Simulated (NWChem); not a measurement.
**CH6NSi (SMILES NC[SiH2]): levels of theory compared**

We compute a comparison of 3 runs (UHF/def2-SVP, UTPSSh/6-31G*, UPBE0/def2-SVP) of CH6NSi. 

The calculation is run with NWChem 7.3.0.

**1. The system as given**

The species is CH6NSi (9 atoms), meant as a doublet with charge 0. As SMILES, `NC[SiH2]`. The coordinates come from a GFN2-xTB relaxation. This is one conformer, not always the lowest.

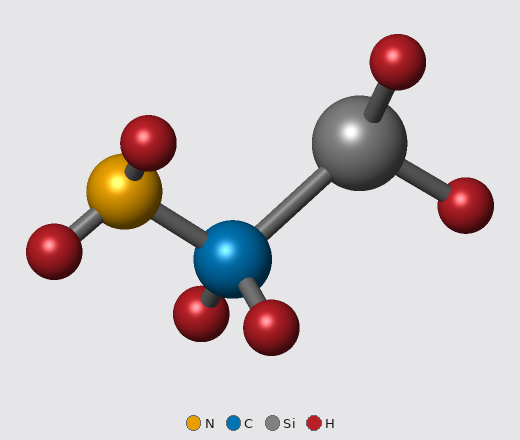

The structure, seen from a chosen angle (nitrogen amber, carbon blue, silicon grey, hydrogen red).

**2. Energy and forces at UHF/def2-SVP (run 1)**

The input, nw.nw:

```
start nw
memory stack 880 mb heap 220 mb global 1100 mb

geometry units angstroms noautosym nocenter noautoz
N     -0.922310     0.605150    -0.873760
C      0.285840     0.489560    -0.067900
Si     0.039820    -0.838730     1.272390
H     -1.101120    -0.264730    -1.363860
H     -0.823570     1.334660    -1.572910
H      0.468760     1.462400     0.394230
H      1.182050     0.258350    -0.671740
H     -0.303570    -2.135920     0.697540
H      1.174100    -0.910740     2.186000
end

basis spherical bse
* library def2-SVP
end

scf
doublet
uhf
thresh 1e-08
maxiter 80
end

task scf gradient
```

Run with:

```console
$ nwchem nw.nw > nw.out
```

Log:

```text
[...]
  functions       =    76
[...]
  wavefunction    = UHF
[...]
         Total SCF energy =   -384.522338363994
      One electron energy =   -738.214380849210
      Two electron energy =    248.745584634906
 Nuclear repulsion energy =    104.946457850310
                       Sz =      0.5000
                 Sz(Sz+1) =      0.7500
                      S^2 =      0.7540
[...]
                         UHF ENERGY GRADIENTS
    atom               coordinates                        gradient
                 x          y          z           x          y          z
   1 N      -1.742913   1.143568  -1.651167    0.000425   0.002493   0.010012
   2 C       0.540159   0.925134  -0.128312   -0.000494   0.000345   0.008484
   3 Si      0.075249  -1.584970   2.404468    0.009518  -0.014906  -0.003735
   4 H      -2.080815  -0.500267  -2.577322   -0.000008  -0.009480  -0.001774
   5 H      -1.556322   2.522142  -2.972369    0.001699   0.008484  -0.005802
   6 H       0.885828   2.763535   0.744987   -0.001840   0.002319  -0.004068
   7 H       2.233751   0.488211  -1.269405    0.000637  -0.001028  -0.003628
   8 H      -0.573664  -4.036304   1.318159   -0.000430   0.008797   0.004943
   9 H       2.218727  -1.721049   4.130941   -0.009507   0.002976  -0.004431
[...]
```

It took 24 s on 1 thread of AMD EPYC 7R43 (Zen 3), shared host; peak memory 0.098 GiB.

**3. Energy and forces at UTPSSh/6-31G(d) (spherical functions) (run 2)**

The input, struct.nw:

```
start struct
title "CH6NSi TPSSh"
memory total 2200 mb
geometry units atomic noautosym nocenter noautoz
N  -1.74291330  1.14356776 -1.65116710
C   0.54015932  0.92513432 -0.12831240
Si  0.07524889 -1.58496999  2.40446862
H  -2.08081523 -0.50026720 -2.57732187
H  -1.55632174  2.52214187 -2.97236912
H   0.88582802  2.76353548  0.74498673
H   2.23375077  0.48821074 -1.26940463
H  -0.57366416 -4.03630382  1.31815956
H   2.21872744 -1.72104917  4.13094131
end
basis spherical bse
* library 6-31G*
end
dft
xc xctpssh
mult 2
grid xfine
convergence energy 1e-08
iterations 100
mulliken
end
task dft gradient
```

Run with:

```console
$ nwchem struct.nw > struct.out
```

Log:

```text
[...]
          Wavefunction type:  spin polarized.
          No. of atoms     :     9
          No. of electrons :    33
[...]
          Charge           :     0
          Spin multiplicity:     2
[...]
          AO basis - number of functions:    58
[...]
              XC Information
              --------------
                  TPSS hybrid Method XC Functional
                     Hartree-Fock (Exact) Exchange  0.100
                  TPSS metaGGA Exchange Functional  0.900
             TPSS03 metaGGA Correlation Functional  1.000
[...]
 d= 0,ls=0.0,diis     1   -385.8497684317 -4.91D+02  6.43D-03  6.76D-02    11.8
[...]
 d= 0,ls=0.0,diis     8   -385.8894971643  8.86D-09  4.45D-06  1.30D-07    64.4
[...]
         Total DFT energy =     -385.889497164260
      One electron energy =     -738.863412205634
           Coulomb energy =      283.581923045690
    Exchange-Corr. energy =      -35.554458351601
 Nuclear repulsion energy =      104.946450347285
[...]
      Total Density - Mulliken Population Analysis
     ---------------------------------------------
    Atom       Charge   Shell Charges
 -----------   ------   -------------------------------------------------------
    1 N    7     7.74   2.00  0.78  2.48  0.89  1.55  0.03
    2 C    6     6.37   2.00  0.66  2.06  0.62  0.99  0.05
    3 Si  14    13.71   2.00  2.00  5.96  1.01  1.83  0.32  0.47  0.12
    4 H    1     0.69   0.52  0.17
    5 H    1     0.69   0.52  0.17
    6 H    1     0.82   0.53  0.29
    7 H    1     0.85   0.53  0.31
    8 H    1     1.07   0.51  0.56
    9 H    1     1.07   0.51  0.56
[...]
      <S2> =      0.7523 (Exact =     0.7500)
[...]
  wavefunction    = open shell
                         DFT ENERGY GRADIENTS
    atom               coordinates                        gradient
                 x          y          z           x          y          z
   1 N      -1.742913   1.143568  -1.651167    0.011939  -0.000876  -0.002353
   2 C       0.540159   0.925134  -0.128312   -0.005493   0.002177   0.004559
   3 Si      0.075249  -1.584970   2.404469    0.010507  -0.014920  -0.003515
   4 H      -2.080815  -0.500267  -2.577322    0.000608   0.001956   0.003996
   5 H      -1.556322   2.522142  -2.972369   -0.001085  -0.001224   0.003656
   6 H       0.885828   2.763535   0.744987   -0.001361  -0.000752  -0.004351
   7 H       2.233751   0.488211  -1.269405   -0.004656   0.000235  -0.001707
   8 H      -0.573664  -4.036304   1.318160    0.000102   0.010173   0.005256
   9 H       2.218727  -1.721049   4.130941   -0.010562   0.003230  -0.005541
[...]
```

Run time: 83 s. Hardware: 1 thread of AMD EPYC 7R43 (Zen 3), shared host; peak memory 0.14 GiB.

**4. Energy and gradient at UPBE0/def2-SVP (run 3)**

The input, ch6nsi.nw:

```
echo
start ch6nsi
title "CH6NSi"
memory stack 880 mb heap 220 mb global 1100 mb

geometry units angstrom noautosym nocenter noautoz
  N    -0.922310    0.605150   -0.873760
  C     0.285840    0.489560   -0.067900
  Si    0.039820   -0.838730    1.272390
  H    -1.101120   -0.264730   -1.363860
  H    -0.823570    1.334660   -1.572910
  H     0.468760    1.462400    0.394230
  H     1.182050    0.258350   -0.671740
  H    -0.303570   -2.135920    0.697540
  H     1.174100   -0.910740    2.186000
end

basis spherical bse
  * library def2-SVP
end

dft
  xc pbe0
  mult 2
  grid xfine
  convergence energy 1e-08
  maxiter 100
  mulliken
end

task dft gradient
```

Run with:

```console
$ nwchem ch6nsi.nw > ch6nsi.out
```

Log:

```text
[...]
          Wavefunction type:  spin polarized.
          No. of atoms     :     9
          No. of electrons :    33
[...]
          Charge           :     0
          Spin multiplicity:     2
[...]
          AO basis - number of functions:    76
[...]
              XC Information
              --------------
                         PBE0 Method XC Functional
                     Hartree-Fock (Exact) Exchange  0.250
          PerdewBurkeErnzerhof Exchange Functional  0.750
            Perdew 1991 LDA Correlation Functional  1.000 local
           PerdewBurkeErnz. Correlation Functional  1.000 non-local
[...]
 d= 0,ls=0.0,diis     1   -385.4541755749 -4.90D+02  4.72D-03  6.68D-02     9.3
[...]
 d= 0,ls=0.0,diis    10   -385.4898065285 -4.50D-09  3.96D-07  3.89D-10    63.2
[...]
         Total DFT energy =     -385.489806528471
      One electron energy =     -738.588443424969
           Coulomb energy =      283.395552916852
    Exchange-Corr. energy =      -35.243373870666
 Nuclear repulsion energy =      104.946457850310
[...]
      Total Density - Mulliken Population Analysis
     ---------------------------------------------
    Atom       Charge   Shell Charges
 -----------   ------   -------------------------------------------------------
    1 N    7     7.28   1.99  0.99  0.48  2.42  1.39  0.02
    2 C    6     6.19   1.99  0.90  0.23  2.08  0.95  0.04
    3 Si  14    13.75   2.00  1.98  1.07  0.29  5.93  1.26  1.09  0.14
    4 H    1     0.89   0.73  0.11  0.05
    5 H    1     0.89   0.73  0.12  0.05
    6 H    1     0.93   0.74  0.17  0.02
    7 H    1     0.95   0.74  0.18  0.02
    8 H    1     1.07   0.73  0.32  0.01
    9 H    1     1.06   0.73  0.32  0.01
[...]
      <S2> =      0.7524 (Exact =     0.7500)
[...]
  wavefunction    = open shell
                         DFT ENERGY GRADIENTS
    atom               coordinates                        gradient
                 x          y          z           x          y          z
   1 N      -1.742913   1.143568  -1.651167    0.002015   0.000442  -0.005356
   2 C       0.540159   0.925134  -0.128312    0.008798   0.005067   0.009056
   3 Si      0.075249  -1.584970   2.404468    0.009140  -0.019348   0.000208
   4 H      -2.080815  -0.500267  -2.577322    0.001171   0.001170   0.003527
   5 H      -1.556322   2.522142  -2.972369   -0.000074  -0.000275   0.002411
   6 H       0.885828   2.763535   0.744987   -0.003196  -0.003794  -0.007190
   7 H       2.233751   0.488211  -1.269405   -0.007200   0.001398  -0.001141
   8 H      -0.573664  -4.036304   1.318159    0.001576   0.012455   0.006385
   9 H       2.218727  -1.721049   4.130941   -0.012229   0.002886  -0.007901
[...]
```

Run time: 74 s. Hardware: 1 thread of AMD EPYC 7R43 (Zen 3), shared host; peak memory 0.14 GiB.

**5. The series**

```tsv
run	level	iteration cap	module	energy (Eh)	dipole moment (D)	HOMO energy (eV)	LUMO energy (eV)	wall time
1	UHF/def2-SVP	80	scf	-384.522338	1.70	-8.52	2.00	24 s
2	UTPSSh/6-31G* (spherical functions)	100	dft	-385.889497	1.88	-5.16	-2.45	83 s
3	UPBE0/def2-SVP	100	dft	-385.489807	1.77	-5.72	-1.86	74 s
```

**6. What came out**

| quantity | value |
| --- | --- |
| run 3: total energy | -385.48981 Eh |
| run 3: dipole moment | 1.77 D |
| run 3: HOMO energy (highest over α and β) | -5.72 eV |
| run 3: LUMO energy (lowest over α and β) | -1.86 eV |
| run 3: ⟨S²⟩ | 0.752 |
| run 3: largest force on an atom | 1.100 eV/Å |

The dipole moment (its size) runs from 1.70 D (UHF/def2-SVP) to 1.88 D (UTPSSh/6-31G*). The two ends differ in method and basis. Totals of different functionals can't be ranked against each other. All runs together took 3 min, the longest 83 s.
